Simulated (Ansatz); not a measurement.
BNH2 (SMILES B[N]): the energy, rung by rung

The species is BNH2 (4 atoms), meant as a triplet with charge 0. As SMILES, `B[N]`. The shape is that of a GFN2-xTB optimisation.

```xyz
4

B    -0.0357    0.0066   -0.0239
N     1.0418   -0.1917    0.6977
H    -1.0569   -0.4740    0.3346
H     0.0509    0.6591   -1.0083
```

Quantity: the energy change with the B1–H4 bond stretched from 1.184 to 1.776 Å, in eV. The values are calculated.

```csv
level,kind,program,value (eV),CPU time (all runs)
UHF/STO-3G,Hartree–Fock,Ansatz,2.81,0.17 s
USVWN5/STO-3G,LDA,Ansatz,2.06,2.4 s
UBLYP/STO-3G,GGA,Ansatz,1.94,5.1 s
U-r2SCAN0/STO-3G,hybrid meta-GGA,Ansatz,2.44,17 s
UBHLYP/STO-3G,global hybrid,Ansatz,2.57,2.3 s
UHSE06/STO-3G,range-separated hybrid,Ansatz,2.36,7.1 s
UB2PLYP/STO-3G,double hybrid,Ansatz,2.41,2.8 s
RPA@PBE/STO-3G,RPA,Ansatz,2.08,6.9 s
UCCSD/STO-3G,coupled cluster or CI,Ansatz,2.15,0.44 s
UCCSDT(Q)/STO-3G,coupled cluster or CI,Ansatz,2.12,2.9 s
```

The first shape isn't each level's own minimum. The values span 1.94 to 2.81 eV. Spin contamination of the reference (⟨S²⟩ at least 0.1 too high) touches UHF/STO-3G, UCCSD/STO-3G, UCCSDT(Q)/STO-3G. All rows use very small basis sets, so none should be taken for the real molecule's value. Times are those of the runs behind each value, whatever else they computed, on shared processors of several kinds: orders of magnitude only.

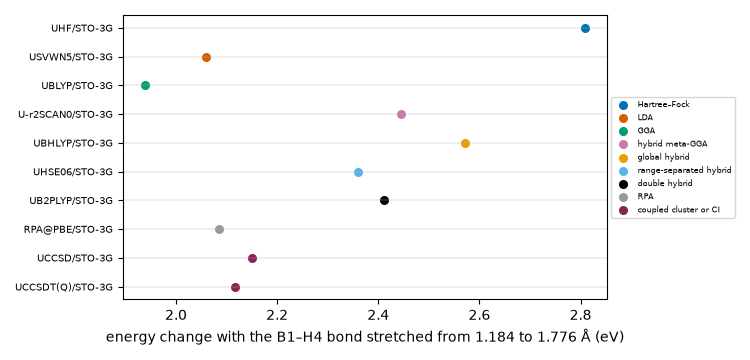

The values of the table, level by level.
